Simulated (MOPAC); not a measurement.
Excited-state calculation, with input and output: C3H5F3 (part 1 of 2)

- system: C3H5F3
- method: INDO/S, RHF (MOPAC 23.2.5)

The geometry was optimised with PM6.

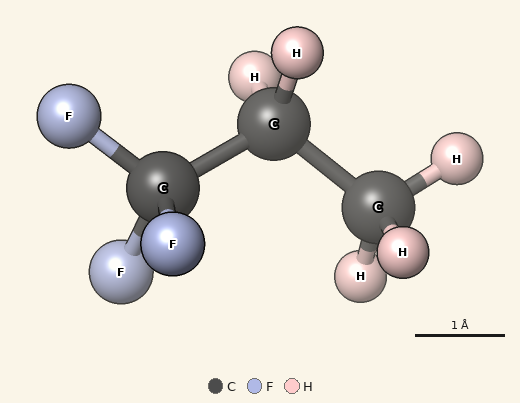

The input geometry (ball-and-stick view, seen at a tilt). Bond lengths as drawn: C–C 1.52 Å, C–F 1.34 to 1.35 Å and C–H 1.10 to 1.11 Å.

**Results in brief**

```csv
quantity,value
outcome,converged
basis functions,29
HOMO,−13.83 eV
LUMO,2.25 eV
dipole moment,3.14 D
lowest excitation,10.98 eV
hardware,"1 thread of Arm Neoverse N1, 98 GiB of memory available, shared host"
peak memory,0.07 GiB
```

**Notes**

MOPAC's energies along a path are heats of formation.

**Input file (run.mop)**
```
INDO CIS WRTCI=20 C.I.=14 1SCF MAXCI=800 AUX(PRECISION=6) THREADS=1


C     -0.215217 +1    -1.069124 +1     0.774280 +1
C      0.297169 +1    -0.343130 +1    -0.461580 +1
C      0.046046 +1     1.157990 +1    -0.400440 +1
F     -1.243806 +1     1.526120 +1    -0.323309 +1
F      0.497395 +1     1.830624 +1    -1.476691 +1
F      0.621826 +1     1.800477 +1     0.629678 +1
H      0.266901 +1    -0.715024 +1     1.695619 +1
H     -0.015124 +1    -2.146556 +1     0.701619 +1
H     -1.299035 +1    -0.950809 +1     0.907283 +1
H      1.387546 +1    -0.532543 +1    -0.587917 +1
H     -0.181248 +1    -0.763721 +1    -1.375588 +1
```

Command:
```bash
mopac run.mop
```

**Output**
```
MOPAC v23.2.5
INDO CALCULATION RESULTS

 *  INDO       - The INDO Hamiltonian to be used
 *  MAXCI =  800 maximum CI states computed
 *  WRTCI =   20 maximum CI states printed
 *  CIS        - C.I. USES 1 ELECTRON EXCITATIONS ONLY
 *  C.I.=14    - 14 M.O.S TO BE USED IN C.I.
 *  1SCF       - DO 1 SCF AND THEN STOP
 *  THREADS=1  - MULTI-THREADING NOT USED
 *  AUX        - OUTPUT AUXILIARY INFORMATION
 *  WARNING: Specified print options may not behave as expected with INDO
INDO CIS WRTCI=20 C.I.=14 1SCF MAXCI=800 AUX(PRECISION=6) THREADS=1

   ATOM   CHEMICAL          X               Y               Z
  NUMBER   SYMBOL      (ANGSTROMS)     (ANGSTROMS)     (ANGSTROMS)

     1       C         -0.21521700  *  -1.06912400  *   0.77428000  *
     2       C          0.29716900  *  -0.34313000  *  -0.46158000  *
     3       C          0.04604600  *   1.15799000  *  -0.40044000  *
     4       F         -1.24380600  *   1.52612000  *  -0.32330900  *
     5       F          0.49739500  *   1.83062400  *  -1.47669100  *
     6       F          0.62182600  *   1.80047700  *   0.62967800  *
     7       H          0.26690100  *  -0.71502400  *   1.69561900  *
     8       H         -0.01512400  *  -2.14655600  *   0.70161900  *
     9       H         -1.29903500  *  -0.95080900  *   0.90728300  *
    10       H          1.38754600  *  -0.53254300  *  -0.58791700  *
    11       H         -0.18124800  *  -0.76372100  *  -1.37558800  *

          CARTESIAN COORDINATES

    NO.       ATOM           X           Y           Z

     1         C         -0.2152     -1.0691      0.7743
     2         C          0.2972     -0.3431     -0.4616
     3         C          0.0460      1.1580     -0.4004
     4         F         -1.2438      1.5261     -0.3233
     5         F          0.4974      1.8306     -1.4767
     6         F          0.6218      1.8005      0.6297
     7         H          0.2669     -0.7150      1.6956
     8         H         -0.0151     -2.1466      0.7016
     9         H         -1.2990     -0.9508      0.9073
    10         H          1.3875     -0.5325     -0.5879
    11         H         -0.1812     -0.7637     -1.3756

           Empirical Formula: C3 H5 F3  =    11 atoms

      MOLECULAR POINT GROUP   :   Cs

      RHF CALCULATION, NO. OF DOUBLY OCCUPIED LEVELS = 19

 Summary of symmetry occupancy in each shell:

 SHELL
    1   19
    v   10
 TOTAL  29

                     MOLECULAR ORBITALS

    ROOT NO.    1           2           3           4           5           6

           -52.03286   -43.91273   -43.90410   -37.94023   -28.12591   -23.63468

  S  C   1   0.06480     0.01013    -0.06788     0.52438     0.47242     0.07014
 PX  C   1   0.00496    -0.01427    -0.00426     0.04320    -0.05626    -0.05485
 PY  C   1   0.03038     0.00242    -0.03098     0.06118    -0.12582     0.03034
 PZ  C   1  -0.01873    -0.00931     0.01180    -0.10403     0.14933     0.10013

  S  C   2   0.15246     0.00322    -0.02117     0.55285    -0.35916    -0.13525
 PX  C   2  -0.01716    -0.05643     0.02201    -0.04004    -0.06208    -0.06796
 PY  C   2   0.08451    -0.00981     0.01374    -0.04704    -0.21629     0.15545
 PZ  C   2   0.00950    -0.01635    -0.06785     0.09401     0.18716     0.08966

  S  C   3   0.49467    -0.00021     0.00164     0.09767    -0.24413     0.35677
 PX  C   3  -0.02623    -0.36785     0.11434     0.04689    -0.06108    -0.04876
 PY  C   3   0.15443    -0.05757     0.03937    -0.25895     0.26936     0.13022
 PZ  C   3   0.00701    -0.11940    -0.37140    -0.01771     0.04258     0.05871

  S  F   4   0.45587     0.68380    -0.25019    -0.15250     0.07166    -0.30021
 PX  F   4   0.15126     0.11144    -0.04296    -0.02817    -0.01686     0.43497
 PY  F   4  -0.02670    -0.05717     0.02446    -0.05234     0.08338    -0.06974
 PZ  F   4  -0.00825    -0.02841    -0.05449     0.00170     0.02063     0.00665

  S  F   5   0.44759    -0.11646     0.73108    -0.04821     0.18662    -0.21595
 PX  F   5  -0.05586    -0.04672    -0.04557     0.02039    -0.00149    -0.13543
 PY  F   5  -0.06120     0.00617    -0.08841    -0.03749     0.15222    -0.08322
 PZ  F   5   0.12690    -0.04250     0.09348    -0.02920    -0.04071     0.28917

  S  F   6   0.45592    -0.57199    -0.45028    -0.15360     0.07042    -0.30077
 PX  F   6  -0.07192     0.00605     0.06702     0.02641    -0.02611    -0.23267
 PY  F   6  -0.05954     0.06125     0.06198    -0.04443     0.08121    -0.16856
 PZ  F   6  -0.12227     0.09425     0.02974     0.02978     0.01568    -0.33482

  S  H   7   0.03108    -0.00642    -0.03617     0.21769     0.26202     0.07964

  S  H   8   0.01688     0.00271    -0.01836     0.22185     0.28849    -0.00001

  S  H   9   0.03095     0.01660    -0.03245     0.21772     0.26211     0.07962

  S  H  10   0.05449    -0.02700     0.00507     0.23274    -0.19703    -0.13859

  S  H  11   0.05443     0.02429     0.01277     0.23254    -0.19705    -0.13852

    ROOT NO.    7           8           9          10          11          12

           -22.17954   -22.15787   -21.02467   -18.65601   -17.30097   -16.78163

  S  C   1   0.03679     0.00156     0.07782    -0.00030     0.01059    -0.00008
 PX  C   1   0.03649    -0.10246    -0.14265     0.41942     0.06785     0.18042
 PY  C   1  -0.20628    -0.02356     0.09500     0.06117     0.22432     0.02125
 PZ  C   1  -0.00135    -0.05183     0.25760     0.20989    -0.20054     0.08980

  S  C   2   0.02452     0.00102    -0.16879    -0.00018     0.05544    -0.00105
 PX  C   2   0.11698    -0.20399    -0.08843     0.39489    -0.12428     0.11323
 PY  C   2  -0.18135    -0.03782     0.40164     0.05787    -0.07907     0.01722
 PZ  C   2  -0.15861    -0.11119     0.05940     0.19758     0.27056     0.05527

  S  C   3  -0.02993    -0.00126     0.12854     0.00000    -0.01779     0.00055
 PX  C   3   0.13778    -0.35921     0.13967    -0.10136    -0.00321    -0.08952
 PY  C   3   0.25224    -0.04363    -0.28863    -0.01466     0.01073    -0.01333
 PZ  C   3  -0.31077    -0.19604    -0.19314    -0.05072     0.00342    -0.04391

  S  F   4   0.08563    -0.25295     0.08364    -0.03228     0.00078    -0.02498
 PX  F   4  -0.10401     0.42506    -0.28701     0.19628    -0.07552     0.05771
 PY  F   4   0.22741    -0.21712    -0.16997     0.12845    -0.14860    -0.48234
 PZ  F   4  -0.19027    -0.16281    -0.11576    -0.14938    -0.43165     0.24214

  S  F   5  -0.30794    -0.01040    -0.09904     0.00027     0.00845     0.00041
 PX  F   5  -0.20315    -0.23707     0.01332    -0.20902    -0.18834     0.47815
 PY  F   5  -0.25606    -0.04165    -0.34322    -0.03137     0.50638     0.07436
 PZ  F   5   0.49099    -0.10038     0.06998    -0.10896     0.21426     0.24347

  S  F   6   0.06796     0.25743     0.08473     0.03176     0.00064     0.02432
 PX  F   6   0.15323     0.06761     0.29216     0.01599     0.41918     0.12639
 PY  F   6   0.24550     0.30617    -0.08408    -0.09703    -0.08293     0.49708
 PZ  F   6  -0.08489     0.40330     0.18315     0.26021    -0.17394    -0.15989

  S  H   7  -0.02370    -0.07005     0.17408     0.30672    -0.04470     0.13126

  S  H   8   0.16407     0.00623    -0.06799     0.00189    -0.15478     0.00512

  S  H   9  -0.02866     0.06859     0.17256    -0.30862    -0.04568    -0.13456

  S  H  10   0.12720    -0.13322    -0.19750     0.28504    -0.08223     0.09861

  S  H  11   0.11614     0.14293    -0.19803    -0.28464    -0.08177    -0.09834

    ROOT NO.   13          14          15          16          17          18

           -16.34678   -15.67763   -15.53145   -15.51029   -15.44096   -13.95089

  S  C   1   0.03164     0.00035    -0.03208     0.00240    -0.05227    -0.00018
 PX  C   1  -0.02579    -0.01232    -0.20307    -0.04571    -0.14963    -0.41367
 PY  C   1   0.47656    -0.00309     0.11458    -0.01838    -0.02924    -0.06391
 PZ  C   1  -0.08558    -0.01052     0.36041    -0.05871     0.30976    -0.20724

  S  C   2   0.08963    -0.00013     0.02300    -0.00190     0.00080    -0.00025
 PX  C   2  -0.11982     0.02693     0.12223    -0.03167     0.14259     0.42435
 PY  C   2  -0.03820     0.00323     0.12383    -0.01319     0.07593     0.06465
 PZ  C   2   0.25599     0.01694    -0.28196     0.01021    -0.30918     0.21219

  S  C   3  -0.03072     0.00013    -0.00302     0.00013    -0.00737     0.00104
 PX  C   3   0.05108    -0.02030    -0.04503    -0.09170     0.02104    -0.02629
 PY  C   3  -0.01286    -0.00263    -0.07384    -0.00798    -0.01319    -0.00575
 PZ  C   3  -0.10091    -0.01123     0.09182    -0.05468    -0.03806    -0.01331

  S  F   4   0.02007    -0.00501    -0.01268    -0.02285     0.00588    -0.00250
 PX  F   4  -0.05320     0.09949     0.16078     0.34288    -0.10778     0.05295
 PY  F   4   0.37308     0.05363     0.34677     0.39672    -0.16465    -0.07726
 PZ  F   4   0.27055     0.60822    -0.31624     0.15434     0.27711    -0.04480

  S  F   5  -0.02225    -0.00021     0.02597    -0.00177    -0.01402    -0.00011
 PX  F   5  -0.08838    -0.42943     0.13596     0.50679    -0.24285    -0.00655
 PY  F   5  -0.00535    -0.06457     0.14926     0.06083     0.52698     0.00340
 PZ  F   5   0.19295    -0.21769    -0.22231     0.27692     0.32959    -0.00233

  S  F   6   0.02087     0.00519    -0.00925     0.02432     0.00599     0.00266
 PX  F   6  -0.26591     0.55090     0.14981     0.39124    -0.11663    -0.02390
 PY  F   6   0.35377     0.03788     0.29063    -0.33276    -0.17214     0.08154
 PZ  F   6   0.15791    -0.27044    -0.32450     0.27409     0.27100     0.06056

  S  H   7   0.08167    -0.01509     0.19384    -0.05962     0.13526    -0.36015

  S  H   8  -0.38933     0.00157    -0.18097     0.01416    -0.04773     0.00102

  S  H   9   0.07828     0.01150     0.19886     0.02923     0.13270     0.36007

  S  H  10  -0.08111     0.02111     0.12023    -0.02599     0.13743     0.36746

  S  H  11  -0.08512    -0.02367     0.12141     0.00771     0.13937    -0.36816

    ROOT NO.   19          20          21          22          23          24

           -13.82921     2.24881     3.75494     4.60740     5.92129     6.50063

  S  C   1  -0.00657    -0.20522     0.60612    -0.24726    -0.00010     0.00263
 PX  C   1   0.09430    -0.05010    -0.00828     0.06478     0.01960    -0.19858
 PY  C   1  -0.34643    -0.08785    -0.01204     0.11642     0.00288     0.61156
 PZ  C   1  -0.08148     0.12583     0.02015    -0.16267     0.00968     0.25927

  S  C   2   0.01522     0.56878    -0.12964    -0.35102     0.00043     0.00590
 PX  C   2  -0.09618    -0.04829     0.02335    -0.16801     0.61761     0.04463
 PY  C   2   0.37745     0.24176     0.30822     0.26771     0.09072    -0.07588
 PZ  C   2   0.07456     0.02482    -0.13655     0.25702     0.30938    -0.07156

  S  C   3   0.19447    -0.54374    -0.31206    -0.31602    -0.00002    -0.00261
 PX  C   3   0.05716    -0.01380     0.01815     0.02143     0.00467    -0.04932
 PY  C   3  -0.34859     0.10386    -0.07431    -0.17805     0.00071    -0.03414
 PZ  C   3  -0.01116    -0.00315    -0.01456     0.00969     0.00234     0.10492

  S  F   4  -0.00365     0.07931     0.06464     0.06577     0.00798    -0.01091
 PX  F   4  -0.03575     0.16457     0.13181     0.14275     0.01992    -0.02685
 PY  F   4   0.32121    -0.04721    -0.02703    -0.00638    -0.02031     0.01257
 PZ  F   4   0.03366    -0.00925    -0.00348    -0.00991    -0.00102    -0.01024

  S  F   5  -0.00602     0.07715     0.05191     0.07701    -0.00004     0.03417
 PX  F   5  -0.06489    -0.05421    -0.04385    -0.06373     0.00203    -0.02583
 PY  F   5   0.35182    -0.08184    -0.03207    -0.06827     0.00044    -0.04436
 PZ  F   5   0.02665     0.12963     0.09504     0.14414     0.00085     0.06344

  S  F   6  -0.00354     0.07936     0.06481     0.06562    -0.00791    -0.01051
 PX  F   6  -0.08024    -0.07396    -0.06479    -0.07038     0.00557     0.02016
 PY  F   6   0.31178    -0.08244    -0.05625    -0.03748     0.02383     0.01910
 PZ  F   6   0.01105    -0.13118    -0.10404    -0.11860     0.01398     0.01339

  S  H   7  -0.14395     0.06727    -0.33985     0.16284    -0.05739    -0.29232

  S  H   8   0.34513     0.09010    -0.30376     0.22782    -0.00016     0.57116

  S  H   9  -0.14538     0.06738    -0.33986     0.16383     0.05785    -0.26183

  S  H  10  -0.15228    -0.24384     0.08621     0.37588    -0.50339    -0.02779

  S  H  11  -0.14799    -0.24450     0.08655     0.37658     0.50232    -0.02864

    ROOT NO.   25          26          27          28          29

             6.57498     8.01511     8.38709     8.46860     9.83748

  S  C   1   0.00010    -0.03570    -0.00019    -0.01067     0.06045
 PX  C   1   0.62994    -0.19289     0.03216    -0.04947     0.12574
 PY  C   1   0.07544    -0.13928     0.00191    -0.19180     0.21937
 PZ  C   1   0.30603     0.42525     0.02003     0.15479    -0.31575

  S  C   2  -0.00001     0.11712     0.00129     0.06950     0.01688
 PX  C   2  -0.07094    -0.25443    -0.05854    -0.09813     0.02455
 PY  C   2  -0.00825     0.07556    -0.00721     0.10293     0.53756
 PZ  C   2  -0.03322     0.48619    -0.02517     0.16778    -0.20681

  S  C   3   0.00028     0.07669     0.00056     0.03781     0.04583
 PX  C   3  -0.03905     0.10124     0.70395    -0.35100    -0.07061
 PY  C   3  -0.00475     0.32331     0.10605     0.12326     0.59816
 PZ  C   3  -0.02366    -0.29938     0.36435     0.63759    -0.03305

  S  F   4  -0.01187    -0.01043     0.16672    -0.11769    -0.07396
 PX  F   4  -0.02095    -0.01892     0.35433    -0.25287    -0.15188
 PY  F   4   0.01073    -0.01521    -0.12687     0.07563     0.01414
 PZ  F   4   0.00354     0.02833    -0.05490    -0.03408     0.01088

  S  F   5  -0.00102    -0.12583     0.00054     0.14391    -0.09653
 PX  F   5   0.00474     0.09773    -0.05825    -0.09844     0.07350
 PY  F   5   0.00186     0.12398    -0.00948    -0.20013     0.08551
 PZ  F   5   0.00013    -0.22615    -0.02867     0.25119    -0.16835

  S  F   6   0.01241    -0.00889    -0.16853    -0.11501    -0.07409
 PX  F   6  -0.00743    -0.00960     0.12760     0.14927     0.07316
 PY  F   6  -0.01581    -0.01544     0.19932     0.13189     0.04734
 PZ  F   6  -0.01805     0.03098     0.30276     0.16767     0.12591

  S  H   7  -0.48813    -0.16610    -0.02967    -0.04741     0.07212

  S  H   8  -0.01759    -0.03274    -0.00165    -0.10473     0.12067

  S  H   9   0.50487    -0.16594     0.02750    -0.04795     0.07212

  S  H  10   0.01667     0.19917    -0.01254     0.10592     0.02213

  S  H  11  -0.01552     0.19954     0.01601     0.10572     0.02212

 Reference determinate nber   1 is ALPHA 1 -  19
 SINGLE excitations FROM orbs  13 to  19 INTO orbs  20 to  26

 CI excitations=   50:        = 50
 The lowest   50 spin-adapted configurations of multiplicity=  1
     sym   eV   cm**-1 -dets- dipole oscilator X FRAG ....Excitations named from first reference determinate
                       tot  #  Debye  strength

   1      0.000      0.  1  1  3.1416 0.000000 0  0 (    )->(       )
   2     11.035  89002.  1  1  8.2210 0.004348 1  1 (  18)->(  20   )
   3     11.301  91147.  1  1  3.9518 0.059797 1  1 (  19)->(  20   )
   4     12.436 100306.  1  1  4.0152 0.020061 1  1 (  18)->(  21   )
   5     12.477 100636.  1  1  1.0032 0.001614 1  1 (  17)->(  20   )
   6     12.585 101504.  1  1  3.4794 0.000424 1  1 (  16)->(  20   )
   7     12.669 102179.  1  1  3.2414 0.002030 1  1 (  15)->(  20   )
   8     12.715 102553.  1  1  3.7602 0.000084 1  1 (  14)->(  20   )
   9     12.750 102833.  1  1  3.4918 0.002744 1  1 (  19)->(  21   )
  10     13.370 107836.  1  1  5.4182 0.024996 1  1 (  18)->(  22   )
  11     13.420 108237.  1  1  1.6119 0.030040 1  1 (  19)->(  22   )
  12     13.610 109770.  1  1  4.9299 0.012162 1  1 (  13)->(  20   )
  13     14.515 117074.  1  1  3.4592 0.013268 1  1 (  15)->(  21   )
  14     14.525 117154.  1  1  3.3711 0.072754 1  1 (  19)->(  23   )
  15     14.710 118645.  1  1  3.3799 0.068345 1  1 (  18)->(  24   )
  16     14.714 118674.  1  1  7.4276 0.032100 1  1 (  17)->(  21   )
  17     15.030 121222.  1  1  9.2464 0.001679 1  1 (  16)->(  21   )
  18     15.054 121420.  1  1  5.8863 0.259444 1  1 (  18)->(  23   )
  19     15.135 122071.  1  1  8.9681 0.000067 1  1 (  14)->(  21   )
  20     15.151 122200.  1  1  3.2314 0.011018 1  1 (  17)->(  22   )
  21     15.198 122580.  1  1  1.7298 0.002044 1  1 (  13)->(  21   )
  22     15.248 122987.  1  1  2.8783 0.004689 1  1 (  15)->(  22   )
  23     15.412 124307.  1  1  6.2704 0.030599 1  1 (  19)->(  25   )
  24     15.512 125112.  1  1  6.5145 0.010635 1  1 (  16)->(  22   )
  25     15.628 126050.  1  1  6.7323 0.000012 1  1 (  14)->(  22   )
  26     15.688 126534.  1  1  5.1428 0.173253 1  1 (  18)->(  25   )
  27     15.991 128975.  1  1  6.0430 0.148463 1  1 (  19)->(  24   )
  28     16.060 129537.  1  1  3.5004 0.062119 1  1 (  13)->(  22   )
  29     16.374 132065.  1  1  6.3782 0.210185 1  1 (  18)->(  26   )
  30     16.418 132420.  1  1  4.0774 0.055661 1  1 (  17)->(  23   )
  31     16.468 132822.  1  1  2.1038 0.006376 1  1 (  19)->(  26   )
  32     16.526 133295.  1  1  4.9563 0.037005 1  1 (  15)->(  23   )
  33     17.077 137739.  1  1  7.7072 0.000658 1  1 (  16)->(  23   )
  34     17.148 138311.  1  1  6.1878 0.096899 1  1 (  15)->(  25   )
  35     17.280 139374.  1  1  8.1091 0.001253 1  1 (  14)->(  23   )
  36     17.365 140059.  1  1  5.3594 0.040137 1  1 (  13)->(  23   )
  37     17.404 140371.  1  1  6.7279 0.018124 1  1 (  15)->(  24   )
  38     17.522 141325.  1  1  4.5548 0.019156 1  1 (  13)->(  25   )
  39     17.613 142055.  1  1 10.4226 0.012450 1  1 (  17)->(  24   )
  40     17.630 142198.  1  1 10.2359 0.055212 1  1 (  17)->(  25   )
  41     18.308 147668.  1  1 11.7727 0.002099 1  1 (  16)->(  25   )
  42     18.317 147739.  1  1  4.9034 0.206496 1  1 (  13)->(  24   )
  43     18.336 147889.  1  1 12.5861 0.004670 1  1 (  16)->(  24   )
  44     18.423 148594.  1  1 11.3854 0.000310 1  1 (  14)->(  25   )
  45     18.490 149136.  1  1 12.3460 0.000798 1  1 (  14)->(  24   )
  46     18.631 150273.  1  1  5.1465 0.000247 1  1 (  16)->(  26   )
  47     18.649 150418.  1  1  2.7412 0.098524 1  1 (  17)->(  26   )
  48     18.838 151943.  1  1  1.4565 0.040433 1  1 (  15)->(  26   )
  49     18.851 152041.  1  1  5.1835 0.000012 1  1 (  14)->(  26   )
  50     19.452 156889.  1  1  2.9631 0.008576 1  1 (  13)->(  26   )

 Depression of ground-state after CI=          0. cm**-1 Energy= -4921.1899109 eV
 Dipole moment=  0.432307 -3.111340  0.049662 tot=  3.141623 Debyes

  CI trans.  energy frequency wavelength oscillator--------- polarization---------  dipole  ------ components-----
 st.  symm.    eV      cm - 1       nm      strength       x          y         z       moment     x       y       z
```
